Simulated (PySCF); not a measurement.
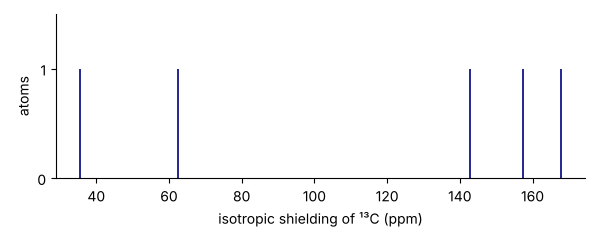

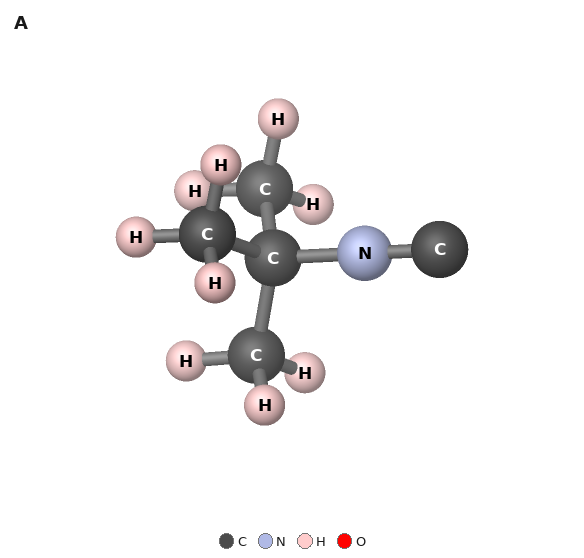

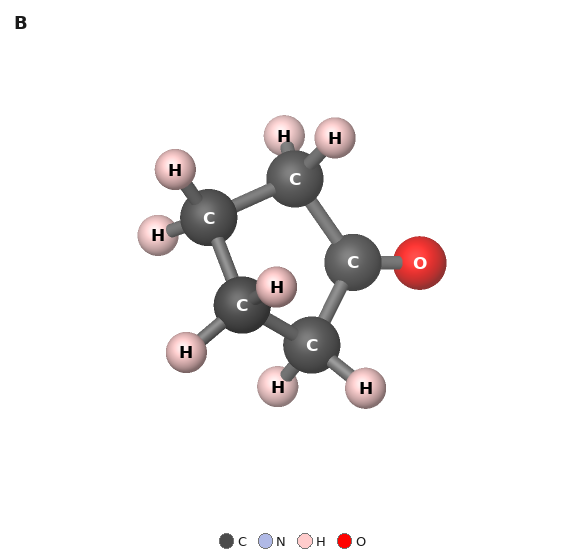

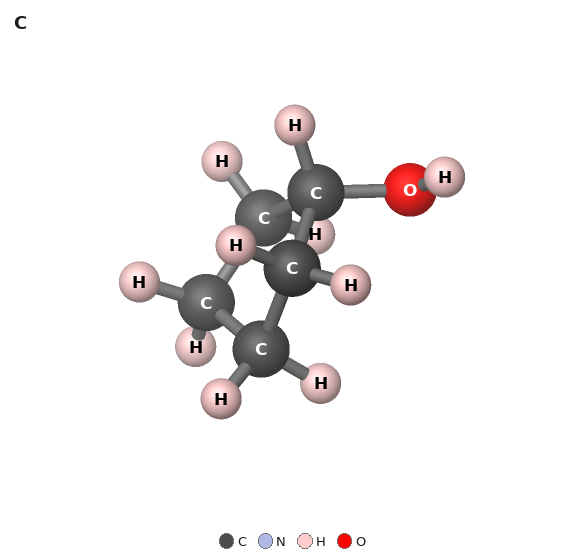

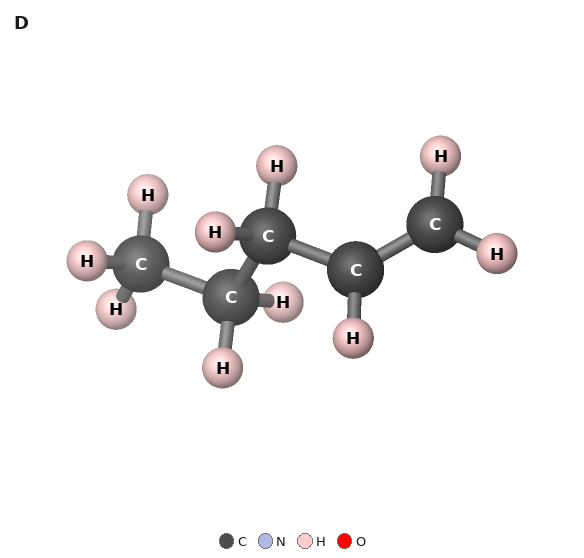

The sticks are computed shieldings of one of the molecules, for one fixed geometry (PBE0-D3(BJ)/def2-SVP) without averaging over rotations. Low shielding means a high chemical shift. Method: GIAO PBE0/pcSseg-1 NMR shielding, non-relativistic, gas phase (PySCF 2.14.0).

### Which molecule gives this pattern?

D, `C=CCCC`. Its 5 C atoms give lines at 35.5, 62.5, 142.8, 157.3, 167.9 ppm.
